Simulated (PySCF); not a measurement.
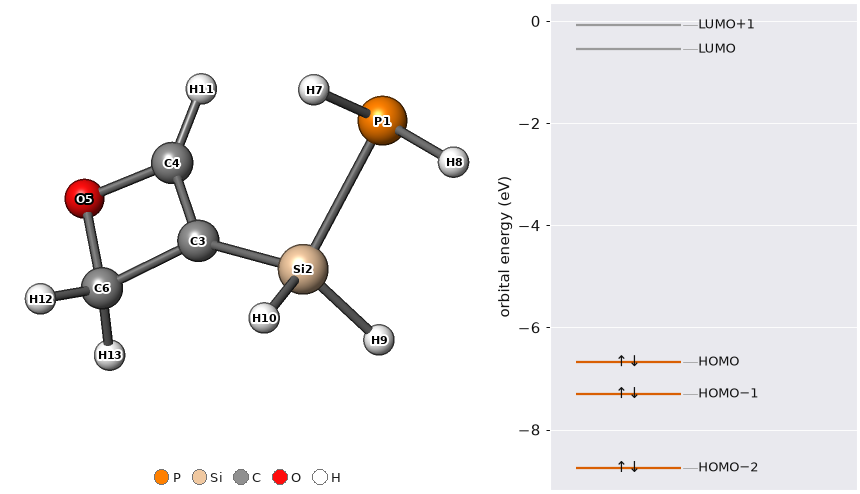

C₃H₇OPSi, SMILES P[SiH2]C1=COC1. Kohn-Sham orbital energies near the frontier, B3LYP/def2-SVPD with PySCF 2.14.0, at a PBE0-D3(BJ)/def2-SVP geometry (no frequency check), isolated molecule; empty levels in grey, levels within 0.03 eV side by side.

> Where do the frontier orbitals lie?

HOMO at −6.68 eV, LUMO at −0.55 eV, 6.13 eV apart.

> How does −ε(HOMO) compare with the ΔSCF vertical ionisation energy at this level?

−ε(HOMO) is 6.68 eV, the ΔSCF value 8.77 eV; the orbital energy is 2.09 eV too shallow.

> List the levels with the atoms that carry most of them (a dash for levels above zero or within 0.03 eV of another, where shares mean little).

| orbital | energy (eV) | Löwdin shares |
| --- | --- | --- |
| LUMO+1 | −0.08 | Si2 28 %, P1 23 %, H10/H9 8 % each |
| LUMO | −0.55 | C4 32 %, C3 22 %, Si2 12 % |
| HOMO | −6.68 | C3 34 %, O5 25 %, C4 20 % |
| HOMO−1 | −7.31 | P1 63 %, Si2 15 %, H8/H7 6 % each |
| HOMO−2 | −8.75 | P1 29 %, Si2 18 %, C3 15 % |

Caveats: one conformer of a flexible molecule; empty levels above zero depend strongly on the basis.
